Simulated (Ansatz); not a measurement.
# Hypothetical rock salt GaAs, response to strain

The parent structure is GaAs in the rock salt structure (space group Fm-3m, No. 225; a hypothetical phase, not in the database extracts checked; relaxed with 0.1 eV smearing).

```
GaAs
1.0
    0.00000     2.69684     2.69684
    2.69684     0.00000     2.69684
    2.69684     2.69684     0.00000
As Ga
1 1
Cartesian
  0.00000   0.00000   0.00000
  2.69684   2.69684   2.69684
```

Strains are applied to the cell and any free atomic positions relax.

Method: PBE, PAW, 420 eV (Ansatz, a first-principles code; no SOC), earlier PAW set.

Notes on the quantities. energy relative to the base: free energy F.

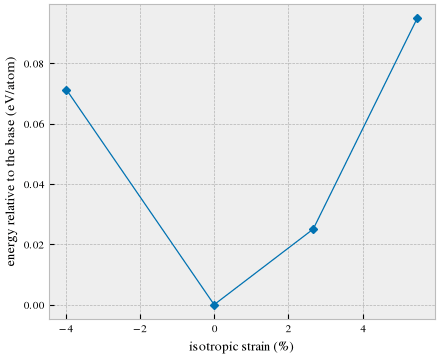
Fig. 1. Energy relative to the base against isotropic strain

```
isotropic strain (%)  energy relative to the base
--------------------  ---------------------------
-3.98                                +71 meV/atom
2.67                                 +25 meV/atom
5.47                                 +95 meV/atom
```

Whether these cells are dynamically stable was not tested. The final runs are not spin-polarised.
